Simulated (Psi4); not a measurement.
# OF2 (oxygen difluoride): a line through the functionals

The species is OF2 (3 atoms), meant as a singlet with charge 0. As SMILES, `FOF`. The shape is that of a PBE0-D4/def2-TZVP optimisation.

The electronic atomisation energy y, in eV, basis cc-pVTZ; a is the functional's share of exact exchange. Programs: Psi4 1.11.

| functional | program | a | y (eV) |
| --- | --- | --- | --- |
| r2SCAN | Psi4 | 0 | 4.36 |
| TPSS | Psi4 | 0 | 4.65 |
| TPSSh | Psi4 | 0.1 | 4.16 |
| B3LYP | Psi4 | 0.2 | ? |
| PBE0 | Psi4 | 0.25 | 4.02 |
| BHLYP | Psi4 | 0.5 | 2.49 |

Task: Fit y = c + s·a to the known rows and predict B3LYP.

Result: 
1. Means of the 5 rows: a = 0.1700, y = 3.936.
2. Σ(Δa)² = 0.178, Σ(Δa·Δy) = -0.6796, so the slope is -0.6796/0.178 = -3.818.
3. Intercept: 3.936 − (-3.818) × 0.1700 = 4.585. The largest residual of the fit is 0.39.
4. B3LYP: 4.585 + (-3.818) × 0.2 = 3.82 eV.

The run gave 4.09 eV, so the prediction is off by -0.27 eV, within the largest residual.

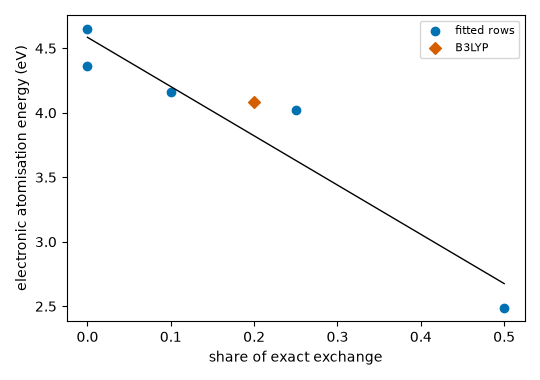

The fitted line, with the withheld row.
